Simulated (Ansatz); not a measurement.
# BF+ (doublet): from Hartree-Fock to the top rungs, cc-pVTZ

How much of the correlation energy of BF+ (doublet) does each wave-function method recover here?

Method: cc-pVTZ, core rule «outside noble gas», up to 2 orbitals frozen; program: Ansatz 0.2.0, Gaussian basis.

To be run: UHF; CCSD(T) on ROHF; CCSD(T) on UHF; BCCD(T) on ROHF; CISD; CCSDT(Q) on ROHF; CCSDT(Q) on UHF; CASSCF and MRCISD+Q, 9 electrons in 8 orbitals; CASSCF and NEVPT4(SD), 9 electrons in 8 orbitals; CASSCF and NEVPT2, 9 electrons in 8 orbitals.

12 further runs of the same task are left out: 2 for a known fault of the program, 3 that didn't finish, 7 set aside as unsound or not needed.

### 1 The system

The geometry is a PBE0/def2-TZVP stationary point (not a proven minimum) of the parent state, kept for this charge and spin.

2 atoms, charge 1, spin multiplicity 2.

Atoms are counted from 1 here; the program's logs count them from 0.

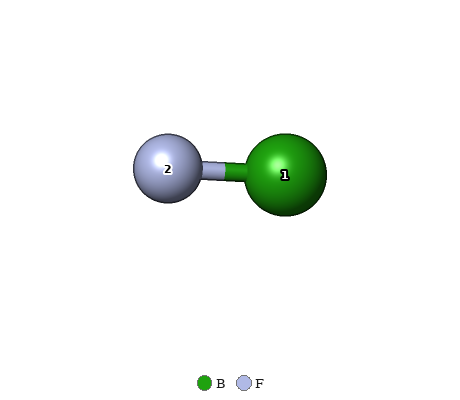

The geometry (boron green, fluorine light blue); atoms are numbered from 1 in the order of the file.

As a file:

```xyz
2

B     0.00000    0.00000    0.00000
F     0.00000    0.00000    1.26310
```

### 2 UHF

in.yaml reads:

```yaml
crystal:
  periodic: [false, false, false]
  atoms:
    - {symbol: B, position_ang: [0.000000, 0.000000, 0.000000]}
    - {symbol: F, position_ang: [0.000000, 0.000000, 1.263100]}
basis:
  gaussian: {orbitals: cc-pVTZ}
total_charge: 1
magnetization: {spin_polarized: true, initial_magnetization: 1}
hamiltonian: {xc: hf}
output: {orbitals: {seedname: orbitals}}
```

On the command line:

```sh
$ ansatz run in.yaml --threads 1 --pin off --events-out ev --progress --plain --max-ram 2393MiB
```

Further steps of the session: CCSD(T) on ROHF; CCSD(T) on UHF; BCCD(T) on ROHF; CISD; CCSDT(Q) on ROHF; CCSDT(Q) on UHF; CASSCF and MRCISD+Q, 9 electrons in 8 orbitals; CASSCF and NEVPT4(SD), 9 electrons in 8 orbitals; CASSCF and NEVPT2, 9 electrons in 8 orbitals.

Q: Predict the results of all the runs planned. Wanted: UCCSDT(Q) below the RHF energy; RMP2 from UCCSDT(Q); UMP2 from UCCSDT(Q); RCCSD from UCCSDT(Q); RCCSD(T) from UCCSDT(Q); UCCSD(T) from UCCSDT(Q); RCCSDT(Q) from UCCSDT(Q); NEVPT2 valence from UCCSDT(Q); NEVPT4(SD) valence from UCCSDT(Q).

As calculated:

| quantity | value |
| --- | --- |
| UCCSDT(Q) below the RHF energy | -8.3141 eV |
| RMP2 from UCCSDT(Q) | +7.73 kcal/mol |
| UMP2 from UCCSDT(Q) | +7.43 kcal/mol |
| RCCSD from UCCSDT(Q) | +7.11 kcal/mol |
| RCCSD(T) from UCCSDT(Q) | +0.46 kcal/mol |
| UCCSD(T) from UCCSDT(Q) | +0.45 kcal/mol |
| RCCSDT(Q) from UCCSDT(Q) | +0.17 kcal/mol |
| NEVPT2 valence from UCCSDT(Q) | +19.91 kcal/mol |
| NEVPT4(SD) valence from UCCSDT(Q) | +2.68 kcal/mol |
| MRCISD+Q valence from UCCSDT(Q) | +1.25 kcal/mol |
| levels within 1 kcal/mol (43 meV) | RCCSD(T), UCCSD(T), BCCD(T), RCCSDT, UCCSDT, RCCSDT(Q) |
| T1 diagnostic | 0.023 |
| effectively unpaired electrons | 1.01 |

RCCSD(T) lands +0.46 kcal/mol from the yardstick (0.2 % of the correlation energy). One determinant dominates. Of the multireference levels listed MRCISD+Q valence comes nearest in total energy (+1.25 kcal/mol), which doesn't show that its space is the better one. These misses are within one basis, not against nature; the frozen cores of restricted and unrestricted runs differ, which can shift their rows.
